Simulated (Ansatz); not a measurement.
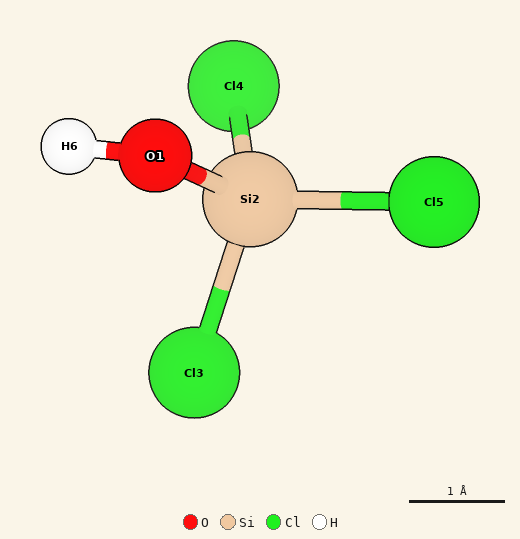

Starting structure of SiHOCl₃ (coarse preliminary run). The picture is a ball-and-stick view, seen at a tilt.

The start comes from a force field.

The calculation used RKS PBE-D4/def2-SVP in Ansatz.

Input file:
```yaml
crystal:
  periodic: [false, false, false]
  atoms:
    - {symbol: O, position_ang: [-0.754400, 0.407000, 1.021900]}
    - {symbol: Si, position_ang: [0.176000, 0.081300, -0.258400]}
    - {symbol: Cl, position_ang: [1.744000, -0.939700, 0.437600]}
    - {symbol: Cl, position_ang: [-0.778200, -1.084000, -1.545500]}
    - {symbol: Cl, position_ang: [0.785900, 1.770300, -1.202400]}
    - {symbol: H, position_ang: [-1.131300, -0.299000, 1.500700]}
basis:
  gaussian: {orbitals: def2-SVP}
hamiltonian: {xc: pbe, dispersion: d4}
relax: {f_tol: 0.03, max_steps: 200}
```

### What does the optimiser find from here?

Cl3 moves most after the best rigid fit: 0.12 Å. Largest moves by element: Cl 0.12 Å, O 0.08 Å, H 0.06 Å, Si 0.04 Å. Some distances before and after: Si2–Cl4 1.981 → 2.061 Å, Si2–Cl3 1.996 → 2.061 Å, O1–H6 0.933 → 0.974 Å, O1–Si2 1.616 → 1.653 Å. Bond angles that change, for instance: O1–Si2–Cl5 112.0° → 106.1°, O1–Si2–Cl3 106.2° → 111.7°, Si2–O1–H6 119.1° → 116.0°. After 4 geometry steps the energy has fallen by 23.4 kJ/mol. The largest force component goes from 2.4 to 0.029 eV/Å. The run took roughly 17 core-seconds on a shared host.

Final geometry:

```xyz
6

O    -0.7931    0.4779    1.0111
Si    0.1892    0.0482   -0.2468
Cl    1.8496   -0.9847    0.4035
Cl   -0.8000   -1.1457   -1.6042
Cl    0.7634    1.7954   -1.1408
H    -1.1671   -0.2553    1.5312
```

After the run, drawn alike:

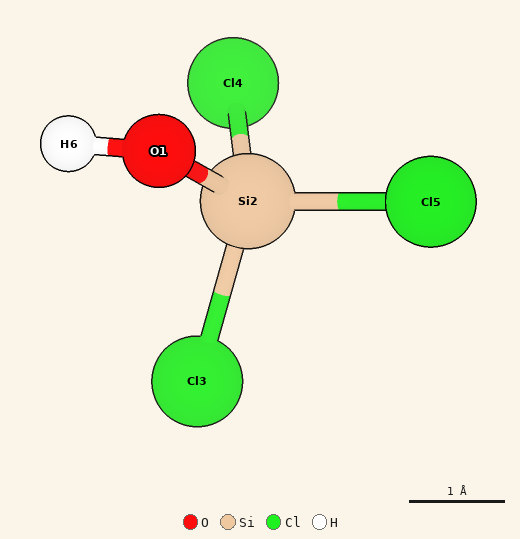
